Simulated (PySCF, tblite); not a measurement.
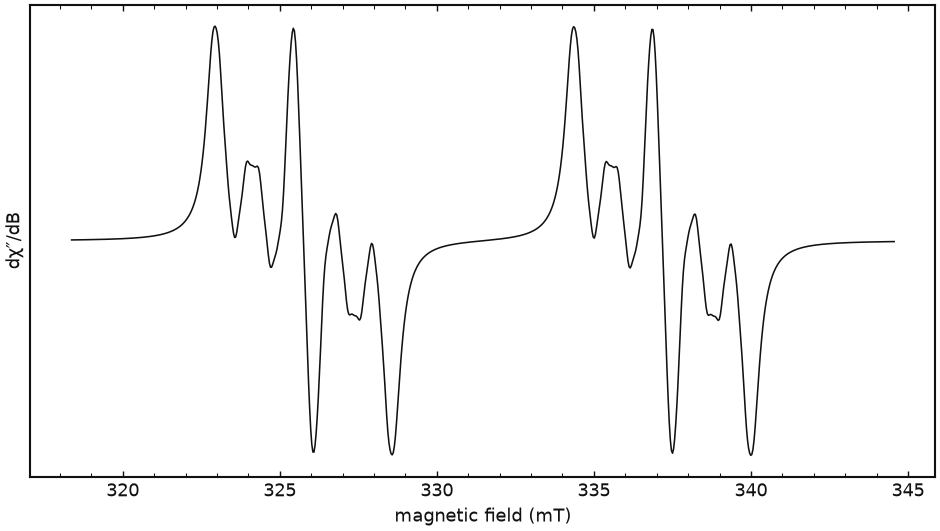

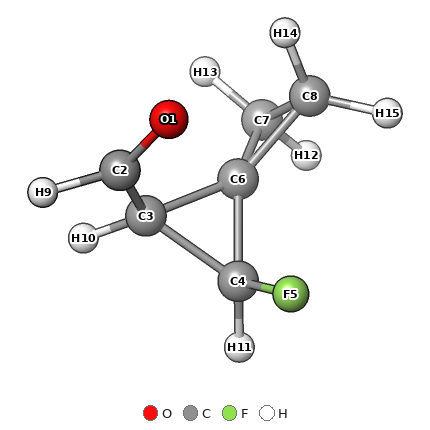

First-order isotropic EPR spectrum (fast tumbling, first derivative) of C₆H₇FO⁺, SMILES [O+]=C[C@@H]1[C@H](F)C12CC2, doublet at 9.30 GHz, Lorentzian lines of 0.57 mT full width at half height, from computed g and hyperfine couplings (B3LYP/pcH-1 in PySCF, at a GFN2-xTB geometry (a minimum by its frequencies), gas phase); values of one conformer, averaged over methyl-type rotors alone; other conformers aren't averaged in; no vibrational averaging; dilute isotopes left out. The SMILES is one Lewis form and needn't show where the spin sits.

Q: Which couplings does the calculation give? The spectrum shows the sizes of those above the line width, not their signs.

A:
```
nuclei  isotope  a (mT)  a (MHz)
    H9       ¹H   11.43    320.6
   H14       ¹H    2.46     69.0
   H12       ¹H    1.55     43.5
    F5      ¹⁹F    0.82     22.9
   H10       ¹H   −0.35     −9.9
   H11       ¹H    0.22      6.1
   H15       ¹H    0.15      4.3
```

Q: What is the g value, and how wide is the spectrum?

A: g_iso = 2.0046, which centres the spectrum at 331.5 mT; it spans 17.0 mT.

Note: the tight-binding geometry is rougher than a DFT one and adds to the error.
